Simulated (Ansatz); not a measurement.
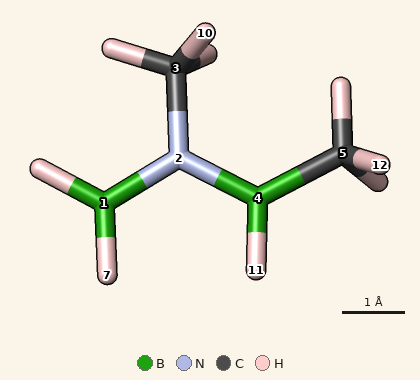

*The input geometry (stick view, seen at a tilt; atoms are numbered from 1 in the order of the input).*

Bond lengths as drawn: B–C 1.57 Å, B–H 1.19 to 1.20 Å, B–N 1.43 to 1.45 Å, C–H 1.09 to 1.10 Å and C–N 1.49 Å.

# Nudged elastic band of C$_{2}$H$_{9}$B$_{2}$N (part 1 of 2)

The run: nudged elastic band of C$_{2}$H$_{9}$B$_{2}$N, SMILES BN(C)BC. Method and program: RKS B3LYP-D4/6-31G (Ansatz 0.2.0).

It belongs to a series of runs on one base structure; here: band between the two ends. Figures and captions count atoms from 1; the log counts them from 0 in places.

The program's output
```
Engine: ansatz 0.2.0, x86_64-unknown-linux-gnu
Functional definition: B3LYP
  parameter a0 = 0.2
  parameter ax = 0.72
  parameter ac = 0.81
  exchange = (1 - a0 - ax)*slater_x + ax*b88_x + a0*exact_x
  correlation = (1 - ac)*vwn_rpa_c + ac*lyp_c
992 factors; integrals over basis functions are off by at most 2.0e-4 eV
mean field evaluation 1: about -5056.8401 eV, gradient 5.6e1 eV
mean field evaluation 2: about -5050.8648 eV, gradient 7.4e1 eV
mean field evaluation 4: about -5064.0890 eV, gradient 3.0e0 eV
mean field evaluation 8: about -5064.1034 eV, gradient 2.8e-2 eV
mean field -5064.10341482 eV, -186.1023679221 hartree, gradient 9.5e-6 eV, S^2 0.000000; 0 other end points of the search recorded, 0 dependent functions left out
the calculation of the forces begins
reference -5064.10364234 eV, -186.1023762831 hartree; 19, 19 occupied and 44, 44 virtual orbitals, 992 factors
992 factors; integrals over basis functions are off by at most 1.9e-4 eV
mean field evaluation 16: about -5056.8419 eV, gradient 5.6e1 eV
mean field -5064.10337443 eV, -186.1023664376 hartree, gradient 8.8e-6 eV, S^2 0.000000; 0 other end points of the search recorded, 0 dependent functions left out
[... from here on the field's lines of each further geometry are left out, up to the last ...]
NEB iter   1: max|band force component| = 3.965e1 eV/Å  barrier→ = 15.9371 eV  barrier← = 15.9371 eV  Δτ_max = 0.2000 Å  (169 SCF iters)
NEB iter   2: max|band force component| = 9.170e0 eV/Å  barrier→ = 3.9778 eV  barrier← = 3.9778 eV  Δτ_max = 0.2000 Å  (141 SCF iters)
NEB iter   3: max|band force component| = 4.160e0 eV/Å  barrier→ = 2.2838 eV  barrier← = 2.2838 eV  Δτ_max = 0.1959 Å  (137 SCF iters)
NEB iter   4: max|band force component| = 1.764e0 eV/Å  barrier→ = 2.1713 eV  barrier← = 2.1712 eV  Δτ_max = 0.2000 Å  (133 SCF iters)
NEB iter   5: max|band force component| = 9.779e-1 eV/Å  barrier→ = 1.6121 eV  barrier← = 1.6121 eV  Δτ_max = 0.2000 Å  (131 SCF iters)
NEB iter   6: max|band force component| = 7.851e-1 eV/Å  barrier→ = 1.2373 eV  barrier← = 1.2372 eV  Δτ_max = 0.1999 Å  (131 SCF iters)
NEB iter   7: max|band force component| = 7.513e-1 eV/Å  barrier→ = 0.9280 eV  barrier← = 0.9280 eV  Δτ_max = 0.2000 Å  (132 SCF iters)
NEB iter   8: max|band force component| = 4.526e-1 eV/Å  barrier→ = 0.6660 eV  barrier← = 0.6659 eV  CI = image 3  Δτ_max = 0.1994 Å  (132 SCF iters)
NEB iter   9: max|band force component| = 4.418e-1 eV/Å  barrier→ = 0.4955 eV  barrier← = 0.4955 eV  CI = image 3  Δτ_max = 0.1990 Å  (130 SCF iters)
NEB iter  10: max|band force component| = 3.400e-1 eV/Å  barrier→ = 0.3452 eV  barrier← = 0.3451 eV  CI = image 3  Δτ_max = 0.1980 Å  (129 SCF iters)
NEB iter  11: max|band force component| = 7.003e-1 eV/Å  barrier→ = 0.2394 eV  barrier← = 0.2393 eV  CI = image 3  Δτ_max = 0.1002 Å  (128 SCF iters)
NEB iter  12: max|band force component| = 5.496e-1 eV/Å  barrier→ = 0.2948 eV  barrier← = 0.2948 eV  CI = image 3  Δτ_max = 0.1984 Å  (127 SCF iters)
NEB iter  13: max|band force component| = 2.922e-1 eV/Å  barrier→ = 0.3191 eV  barrier← = 0.3190 eV  CI = image 3  Δτ_max = 0.2000 Å  (130 SCF iters)
NEB iter  14: max|band force component| = 4.805e-1 eV/Å  barrier→ = 0.2813 eV  barrier← = 0.2813 eV  CI = image 3  Δτ_max = 0.1002 Å  (128 SCF iters)
NEB iter  15: max|band force component| = 5.594e-1 eV/Å  barrier→ = 0.2578 eV  barrier← = 0.2578 eV  CI = image 3  Δτ_max = 0.1985 Å  (124 SCF iters)
NEB iter  16: max|band force component| = 4.733e-1 eV/Å  barrier→ = 0.1650 eV  barrier← = 0.1649 eV  CI = image 3  Δτ_max = 0.1987 Å  (130 SCF iters)
NEB iter  17: max|band force component| = 3.030e-1 eV/Å  barrier→ = 0.0932 eV  barrier← = 0.0932 eV  CI = image 3  Δτ_max = 0.1988 Å  (128 SCF iters)
NEB iter  18: max|band force component| = 2.955e-1 eV/Å  barrier→ = 0.0486 eV  barrier← = 0.0486 eV  CI = image 3  Δτ_max = 0.1995 Å  (126 SCF iters)
NEB iter  19: max|band force component| = 3.995e-1 eV/Å  barrier→ = 0.0298 eV  barrier← = 0.0297 eV  CI = image 3  Δτ_max = 0.1004 Å  (128 SCF iters)
NEB iter  20: max|band force component| = 3.051e-1 eV/Å  barrier→ = 0.0217 eV  barrier← = 0.0217 eV  CI = image 3  Δτ_max = 0.1527 Å  (121 SCF iters)
NEB iter  21: max|band force component| = 4.081e-1 eV/Å  barrier→ = 0.0294 eV  barrier← = 0.0293 eV  CI = image 3  Δτ_max = 0.0764 Å  (128 SCF iters)
NEB iter  22: max|band force component| = 3.579e-1 eV/Å  barrier→ = 0.0224 eV  barrier← = 0.0224 eV  CI = image 3  Δτ_max = 0.0535 Å  (126 SCF iters)
NEB iter  23: max|band force component| = 2.120e-1 eV/Å  barrier→ = 0.0175 eV  barrier← = 0.0175 eV  CI = image 3  Δτ_max = 0.1515 Å  (119 SCF iters)
NEB iter  24: max|band force component| = 1.602e-1 eV/Å  barrier→ = 0.0290 eV  barrier← = 0.0289 eV  CI = image 3  Δτ_max = 0.1265 Å  (122 SCF iters)
NEB iter  25: max|band force component| = 1.659e-1 eV/Å  barrier→ = 0.0229 eV  barrier← = 0.0229 eV  CI = image 3  Δτ_max = 0.0627 Å  (127 SCF iters)
NEB iter  26: max|band force component| = 2.053e-1 eV/Å  barrier→ = 0.0294 eV  barrier← = 0.0294 eV  CI = image 3  Δτ_max = 0.0314 Å  (118 SCF iters)
NEB iter  27: max|band force component| = 1.782e-1 eV/Å  barrier→ = 0.0269 eV  barrier← = 0.0268 eV  CI = image 3  Δτ_max = 0.0627 Å  (104 SCF iters)
NEB iter  28: max|band force component| = 1.524e-1 eV/Å  barrier→ = 0.0234 eV  barrier← = 0.0234 eV  CI = image 3  Δτ_max = 0.0628 Å  (115 SCF iters)
NEB iter  29: max|band force component| = 1.246e-1 eV/Å  barrier→ = 0.0225 eV  barrier← = 0.0225 eV  CI = image 3  Δτ_max = 0.0626 Å  (116 SCF iters)
NEB iter  30: max|band force component| = 1.375e-1 eV/Å  barrier→ = 0.0203 eV  barrier← = 0.0202 eV  CI = image 3  Δτ_max = 0.0629 Å  (123 SCF iters)
NEB iter  31: max|band force component| = 1.130e-1 eV/Å  barrier→ = 0.0160 eV  barrier← = 0.0159 eV  CI = image 3  Δτ_max = 0.0628 Å  (125 SCF iters)
NEB iter  32: max|band force component| = 9.659e-2 eV/Å  barrier→ = 0.0154 eV  barrier← = 0.0154 eV  CI = image 3  Δτ_max = 0.1250 Å  (115 SCF iters)
NEB iter  33: max|band force component| = 5.661e-2 eV/Å  barrier→ = 0.0111 eV  barrier← = 0.0111 eV  CI = image 3  Δτ_max = 0.0843 Å  (121 SCF iters)
NEB iter  34: max|band force component| = 7.011e-2 eV/Å  barrier→ = 0.0072 eV  barrier← = 0.0071 eV  CI = image 3  Δτ_max = 0.0423 Å  (125 SCF iters)
NEB iter  35: max|band force component| = 7.043e-2 eV/Å  barrier→ = 0.0056 eV  barrier← = 0.0055 eV  CI = image 3  Δτ_max = 0.0423 Å  (123 SCF iters)
NEB iter  36: max|band force component| = 5.519e-2 eV/Å  barrier→ = 0.0043 eV  barrier← = 0.0042 eV  CI = image 3  Δτ_max = 0.0416 Å  (126 SCF iters)
NEB iter  37: max|band force component| = 3.032e-1 eV/Å  barrier→ = 0.0036 eV  barrier← = 0.0036 eV  CI = image 4  Δτ_max = 0.0423 Å  (123 SCF iters)
NEB iter  38: max|band force component| = 1.664e-1 eV/Å  barrier→ = 0.0041 eV  barrier← = 0.0041 eV  CI = image 3  Δτ_max = 0.0234 Å  (120 SCF iters)
the calculation of the forces begins
reference -5064.10196608 eV, -186.1023146817 hartree; 19, 19 occupied and 44, 44 virtual orbitals, 992 factors
992 factors; integrals over basis functions are off by at most 1.9e-4 eV
mean field -5064.09625178 eV, -186.1021046854 hartree, gradient 8.8e-6 eV, S^2 0.000000; 1 other end points of the search recorded, 0 dependent functions left out
the calculation of the forces begins
reference -5064.09647847 eV, -186.1021130159 hartree; 19, 19 occupied and 44, 44 virtual orbitals, 992 factors
NEB iter  39: max|band force component| = 2.227e-2 eV/Å  barrier→ = 0.0034 eV  barrier← = 0.0033 eV  CI = image 3  Δτ_max = 0.0000 Å  (231 SCF iters)
```

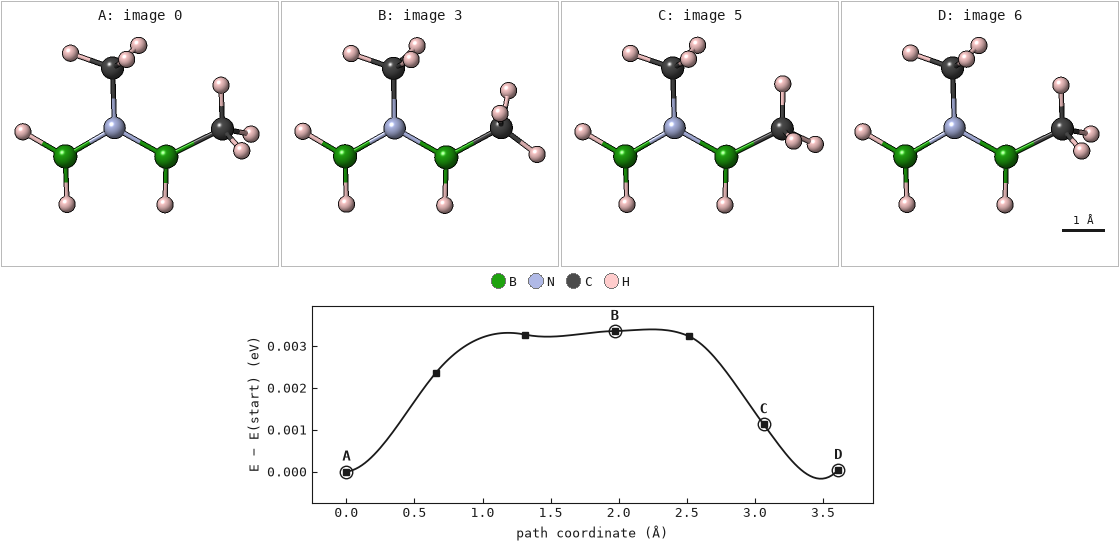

*Images of the last band (counted from 0; ball-and-stick, seen at a tilt) above the energy along the path; the line is a cubic interpolation that uses the forces.*

The highest image is number 3, 0.003 eV above the start and 0.003 eV above the end (the climbing image); start and end have the same energy. The path is 3.61 Å long. The band converged in 39 iterations.

```
Total energy: -5064.49803021 eV, -186.1168697703 hartree
Atom 0 at    -0.662139     1.369404     1.455735 Å, force    -0.019035    -0.005399     0.001278 eV/Å
Atom 1 at    -0.276861     0.498693     0.392601 Å, force     0.001871    -0.008473     0.007078 eV/Å
Atom 2 at    -0.733914     0.777040    -0.994826 Å, force    -0.003211    -0.003034     0.011830 eV/Å
Atom 3 at     0.556599    -0.657286     0.644607 Å, force     0.022258     0.004963    -0.012316 eV/Å
Atom 4 at     1.011009    -1.620986    -0.510795 Å, force     0.001059    -0.013606    -0.005269 eV/Å
Atom 5 at    -1.346055     2.321839     1.219850 Å, force     0.004584     0.002312     0.000041 eV/Å
Atom 6 at    -0.300374     1.132970     2.565009 Å, force     0.008074     0.004859    -0.001830 eV/Å
Atom 7 at    -1.391070    -0.022413    -1.353994 Å, force     0.007235     0.004215    -0.003452 eV/Å
Atom 8 at    -1.283690     1.719125    -1.020952 Å, force    -0.002657    -0.001312    -0.003884 eV/Å
Atom 9 at     0.119103     0.847566    -1.676860 Å, force     0.001500     0.002999    -0.005723 eV/Å
Atom 10 at     0.897210    -0.829462     1.775689 Å, force    -0.007512     0.000692     0.003308 eV/Å
Atom 11 at     1.542970    -2.501332    -0.138470 Å, force    -0.006149    -0.001283     0.008474 eV/Å
Atom 12 at     1.689195    -1.098036    -1.205163 Å, force    -0.004045     0.010932     0.001003 eV/Å
Atom 13 at     0.165117    -1.966423    -1.123533 Å, force    -0.003972     0.002135    -0.000540 eV/Å
Dipole moment:    -0.032031    -0.054006    -0.399926 e Å
this run last wrote the band of iteration 39 to [file]
```

The last band as extended XYZ (Å, eV, eV/Å)
```
14
Properties=species:S:1:pos:R:3:forces:R:3 image=0 energy=-5064.50116
B    -0.6280    1.3962    1.4393    0.0020   0.0015  -0.0031
N    -0.2710    0.5241    0.3668    0.0061   0.0002  -0.0019
C    -0.7505    0.8169   -1.0114   -0.0006  -0.0024   0.0059
B     0.5524   -0.6402    0.6074   -0.0036   0.0055  -0.0109
C     0.9897   -1.6580   -0.5033    0.0016  -0.0082   0.0028
H    -1.3121    2.3522    1.2197    0.0001   0.0016   0.0010
H    -0.2384    1.1600    2.5391   -0.0035  -0.0010   0.0019
H    -1.3576   -0.0088   -1.3952   -0.0006  -0.0003  -0.0008
H    -1.3580    1.7232   -1.0043   -0.0003  -0.0003   0.0003
H     0.0932    0.9664   -1.6925   -0.0008  -0.0007   0.0002
H     0.9038   -0.8163    1.7356   -0.0004  -0.0025   0.0042
H     2.0851   -1.7619   -0.4981   -0.0014   0.0013  -0.0006
H     0.6737   -1.4249   -1.5253   -0.0008   0.0021   0.0024
H     0.6051   -2.6582   -0.2490    0.0021   0.0034  -0.0012
14
Properties=species:S:1:pos:R:3:forces:R:3 image=1 energy=-5064.49880
B    -0.6395    1.3944    1.4382    0.0076   0.0047  -0.0027
N    -0.2630    0.5232    0.3718   -0.0005  -0.0010   0.0011
C    -0.7385    0.8009   -1.0103   -0.0008   0.0001  -0.0005
B     0.5743   -0.6300    0.6201   -0.0032  -0.0035   0.0004
C     1.0077   -1.6408   -0.5000    0.0003   0.0018   0.0057
H    -1.3332    2.3414    1.2097   -0.0019  -0.0013   0.0005
H    -0.2554    1.1674    2.5419   -0.0030  -0.0024   0.0006
H    -1.2899   -0.0559   -1.4098   -0.0006   0.0005  -0.0007
H    -1.3980    1.6702   -1.0052    0.0009   0.0008  -0.0001
H     0.1046    1.0054   -1.6781    0.0002  -0.0002   0.0006
H     0.9057   -0.8093    1.7536    0.0002   0.0008  -0.0002
H     1.9978   -2.0635   -0.2921    0.0012   0.0019  -0.0024
H     1.0061   -1.2381   -1.5194   -0.0017  -0.0011  -0.0020
H     0.3083   -2.4947   -0.4916    0.0014  -0.0010  -0.0003
14
Properties=species:S:1:pos:R:3:forces:R:3 image=2 energy=-5064.49789
B    -0.6726    1.3843    1.4362   -0.0191  -0.0077  -0.0044
N    -0.2676    0.5116    0.3818    0.0116   0.0129   0.0099
C    -0.6861    0.7959   -1.0161   -0.0067   0.0033  -0.0081
B     0.5510   -0.6502    0.6530   -0.0044  -0.0124   0.0014
C     1.0001   -1.6370   -0.4844   -0.0035   0.0016   0.0037
H    -1.3522    2.3363    1.1862    0.0065   0.0009  -0.0004
H    -0.3314    1.1495    2.5521    0.0052   0.0029   0.0028
H    -1.2112   -0.0632   -1.4456   -0.0019   0.0008  -0.0003
H    -1.3527    1.6596   -1.0350    0.0015  -0.0003   0.0012
H     0.1836    1.0114   -1.6459    0.0006  -0.0020  -0.0016
H     0.8476   -0.8343    1.7947    0.0034   0.0007  -0.0006
H     1.7621   -2.3452   -0.1456    0.0022   0.0014  -0.0015
H     1.3814   -1.1180   -1.3753    0.0014  -0.0028   0.0001
H     0.1352   -2.2300   -0.8273    0.0032   0.0007  -0.0021
```
